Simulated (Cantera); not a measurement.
Charge: 1 mol Al2O3, 4.1 mol Cl2, 6.7 mol O2, at 1948 K.

Method: chemical equilibrium by Gibbs-energy minimisation in Cantera with the NASA 1993 tables (ideal gas, pure condensed phases). Candidate condensed phases: Al, AlCl3, Al2O3; 17 gas species. Kinetics and transport are ignored.

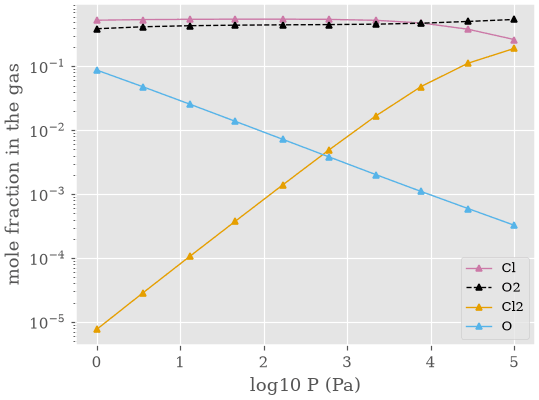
Equilibrium gas composition (values under 1e-9 drawn at 1e-9)

From 1.00e-5 bar to 1.00 bar the condensed part is Al2O3(s). The main Al-bearing gas is AlOCl at 1.00e-5 bar and AlCl3 at 1.00 bar.
